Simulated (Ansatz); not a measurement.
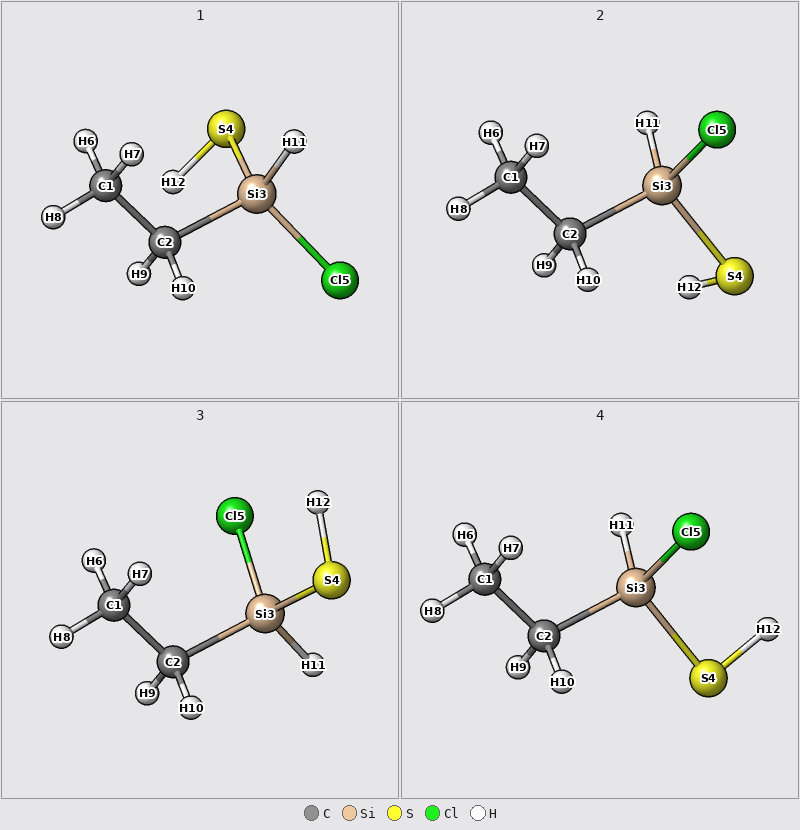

C₂H₇ClSSi, SMILES CC[SiH](S)Cl. 
- First axis: dihedral C1–C2–Si3–S4. Second axis: dihedral C2–Si3–S4–H12.
- Nothing is relaxed (all other coordinates rigid).
- The scan uses a 10 × 10 grid.
- Energies: meV, counted from the lowest grid point.
- Method: Ansatz 0.2.0, RKS PBE0-D4/def2-SVP.

The numbered pictures are structures from this grid.

> Which is the most stable, and how do the others follow?

4, at dihedral C1–C2–Si3–S4 = −180°, dihedral C2–Si3–S4–H12 = −180°: 4.9 meV; 1, at dihedral C1–C2–Si3–S4 = −72°, dihedral C2–Si3–S4–H12 = −36°: 54 meV; 3, at dihedral C1–C2–Si3–S4 = 72°, dihedral C2–Si3–S4–H12 = −108°: 83 meV; 2, at dihedral C1–C2–Si3–S4 = −180°, dihedral C2–Si3–S4–H12 = 72°: 119 meV.

The map, with the structures marked:

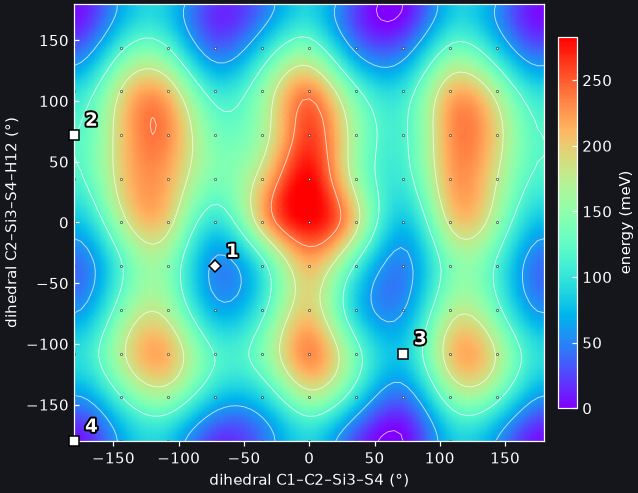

In the figure: a smooth colour map with a few white contour lines, dots at the grid points. Between grid points the surface is interpolated.
